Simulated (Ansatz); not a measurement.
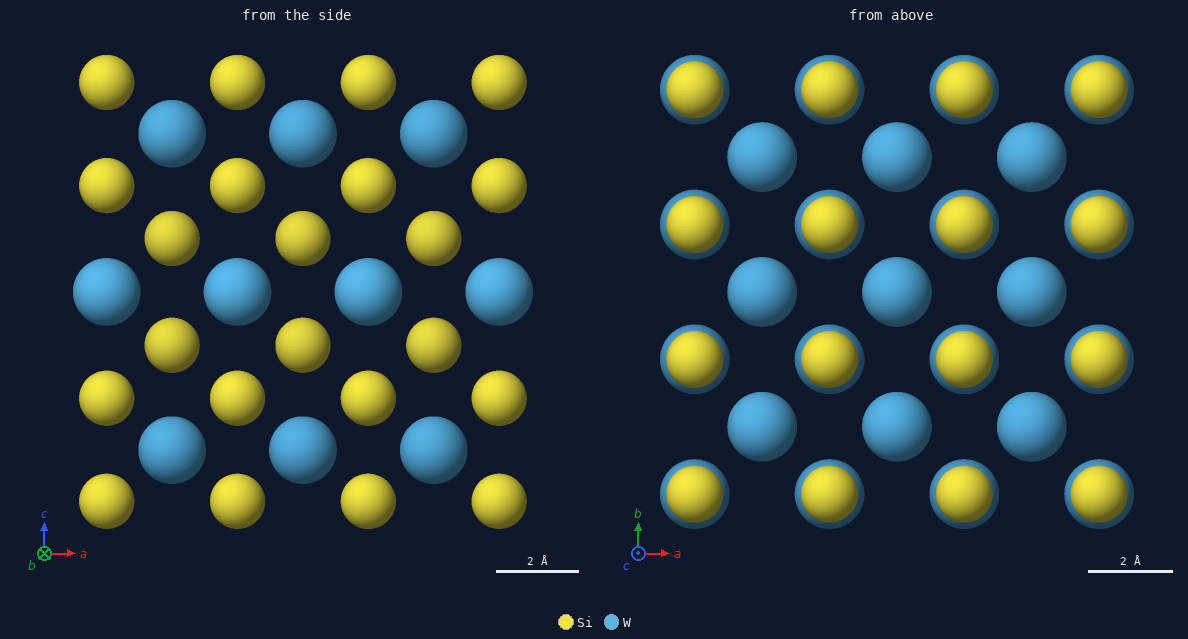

A spheres-only picture of a periodic slab, seen from the side and from above. The surface normal points up in side views; the vacuum is left out. 3×3 cells are drawn in the plane, with atoms at the edges repeated.

The cell holds 6 Si, 3 W. The slab was cut from bulk Si2W (I4/mmm).

**What do the upper and lower surfaces expose?**

The top face ends in Si, the bottom face in Si. The two faces are alike.

**How far does the slab extend along the normal?**

About 10 Å from the lowest to the highest atom.

**State the number of planes and their content from above.**

Nine planes: Si / W / Si / Si / W / Si / Si / W / Si.

**Name the surface by its Miller indices.**

(0 0 1).

Computational set-up: Ansatz 0.2.0, DFT PBE, scalar-relativistic, plane waves, PAW, a 420 eV plane-wave basis, an 11×11×1 sampling of the Brillouin zone, Gaussian smearing of 0.1 eV, no spin polarisation.

**State the work functions.**

4.48 eV on both faces.

Starting structure: a structure listed in the Materials Project, from which a slab was cut. The atoms were relaxed in a fixed cell with DFT PBE, scalar-relativistic, plane waves, PAW in Ansatz 0.2.0.
